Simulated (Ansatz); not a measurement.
A series of calculations on C₂H₈N₂Si

**1. Relaxation**

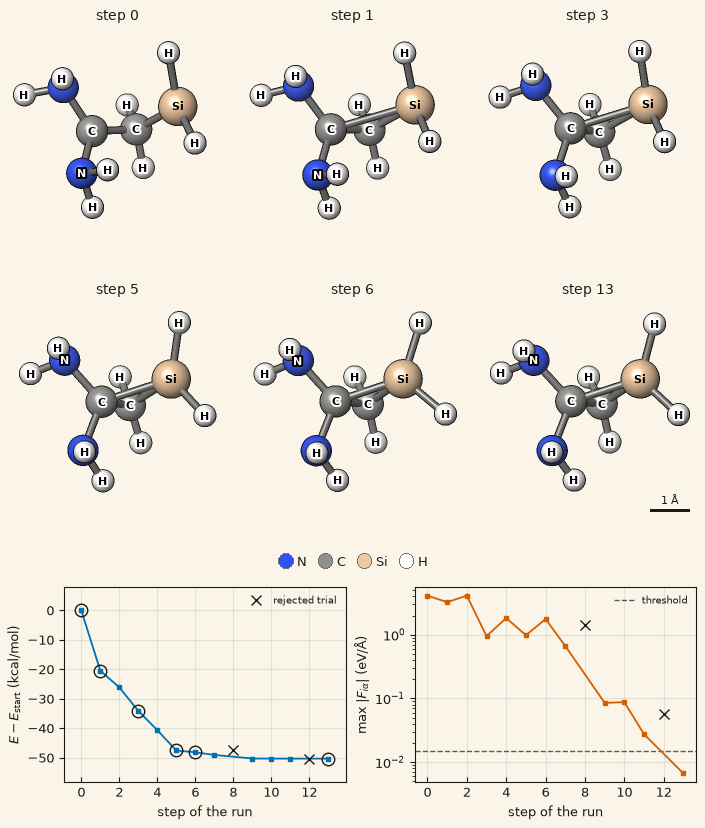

Frames of a relaxation of C2H8N2Si, marked on the history of the run. Style: ball-and-stick. Shown at a tilt.

The run prepares an end point of a later path (inversion) calculation, from a guessed geometry.

All numbers below come from RKS BHLYP-D4/6-31G* (Ansatz). (no spin polarisation; force threshold 0.015 eV/Å; at most 40 steps)

What happens along the run?

Answer. An H atom moves most after the best rigid fit: 0.71 Å. By element the largest moves are H 0.71 Å, C 0.43 Å, Si 0.33 Å, N 0.14 Å. Among the contacts that change: C–Si 2.314 → 1.879 Å, N–Si 3.003 → 2.795 Å, C–Si 1.712 → 1.862 Å, H–Si 1.525 → 1.468 Å. New bonds form: C–Si (2.31 → 1.88 Å). Bond angles that change, for instance: C–C–Si 91.4° → 66.4°, N–C–C 125.4° → 114.5°, N–C–C 121.5° → 112.3°. The energy falls by 50.3 kcal/mol in 11 accepted moves (13 points after the start). The largest force component goes from 4.1 to 0.0067 eV/Å. The line search rejected the trial steps at points 8, 12 of the run. Cost: 38 s on 2 threads of Arm Neoverse V2, on a shared host, peak memory 0.21 GiB. From step 0 to 1: an H atom moves most (0.19 Å), energy −20.4 kcal/mol. From step 1 to 3: an H atom moves most (0.17 Å), energy −13.7 kcal/mol. From step 3 to 5: H atoms move most (0.30 Å), energy −13.4 kcal/mol. From step 5 to 6: an H atom moves most (0.19 Å), energy −0.63 kcal/mol. From step 6 to 13: the Si atom moves most (0.08 Å), energy −2.13 kcal/mol.

```tsv
step	E − E(0), kcal/mol	largest force component, eV/Å	note
0	0.00	4.1044	
1	-20.43	3.2465	
2	-26.12	4.1107	
3	-34.09	0.9501	
4	-40.62	1.8299	
5	-47.51	0.9828	
6	-48.13	1.7665	
7	-49.01	0.6643	
8	-47.20	1.4282	rejected
9	-50.23	0.0855	
10	-50.25	0.0873	
11	-50.26	0.0274	
12	-50.26	0.0570	rejected
13	-50.27	0.0067
```

**2. Relaxation**

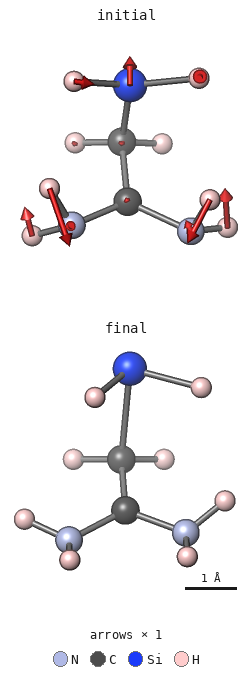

The structure of C₂H₈N₂Si before (top) and after (bottom) a relaxation, at one scale. The red arrows give the displacements, at their true length.

A ball-and-stick model, seen face on.

The run prepares an end point of a later path (inversion) calculation, from a guessed geometry.

Theory: RKS BHLYP-D4/6-31G* (Ansatz). Set-up: no spin polarisation; force threshold 0.015 eV/Å; at most 40 steps.

Question: Describe what moved and what it gained.

Answer: Over 17 accepted moves (18 points after the start) the energy falls by 248.7 kJ/mol. The largest force component goes from 4.2 to 0.0082 eV/Å. The line search rejected the trial step at point 9 of the run. The largest move after the best rigid fit is that of an H atom, 1.22 Å. By element the largest moves are H 1.22 Å, Si 0.64 Å, N 0.25 Å, C 0.10 Å. Some distances before and after: C–Si 2.314 → 2.783 Å, C–Si 1.712 → 2.076 Å, C–N 1.450 → 1.344 Å, C–C 1.516 → 1.419 Å. Among the angles between lasting bonds that change: C–Si–H 118.2° → 91.6°, C–Si–H 118.8° → 93.5°, H–Si–H 110.1° → 93.5°.

**3. Path**

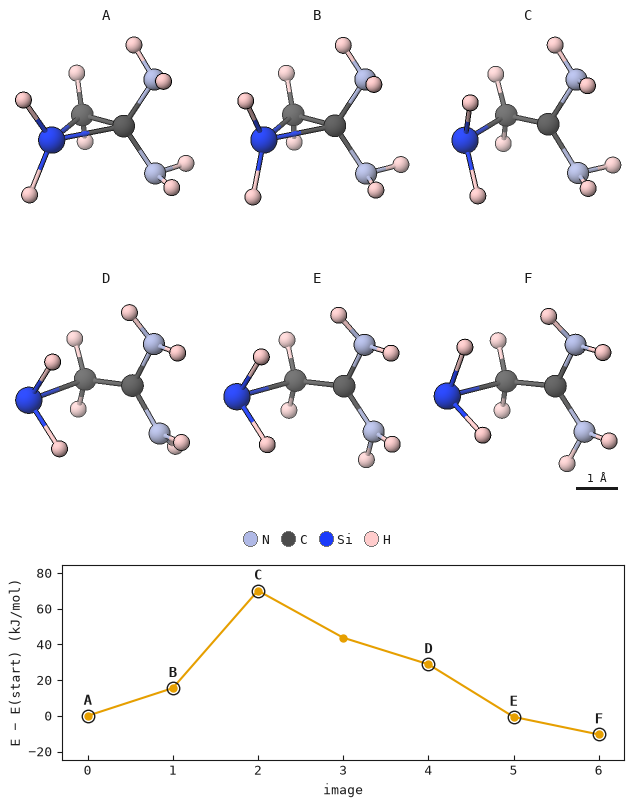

A search for the minimum-energy path of C₂H₈N₂Si by the nudged elastic band. Images are numbered from 0 (start) to 6 (end). Frames A to F are images 0, 1, 2, 4, 5, 6. Style: ball-and-stick. Shown at a tilt.

Theory: RKS BHLYP-D4/6-31G* in Ansatz. Run with 5 movable images; climbing image; force threshold 0.05 eV/Å; iteration limit 60; starting path by image-dependent pair potential.

Question: Read off the barrier and say what moves.

Answer: The highest point, image 2, lies 70.1 kJ/mol above the start and 80.6 kJ/mol above the end; the end is at −10.4 kJ/mol relative to the start. Breaking: C–Si (1.88 → 2.78 Å). The band converged in 12 iterations, with a climbing image at the top. At the top, the vibrational analysis gives one imaginary mode (500i cm⁻¹), as a transition state must have.

The run took 2.6 min on 2 threads of Arm Neoverse V2, on a shared host, peak memory 0.21 GiB.
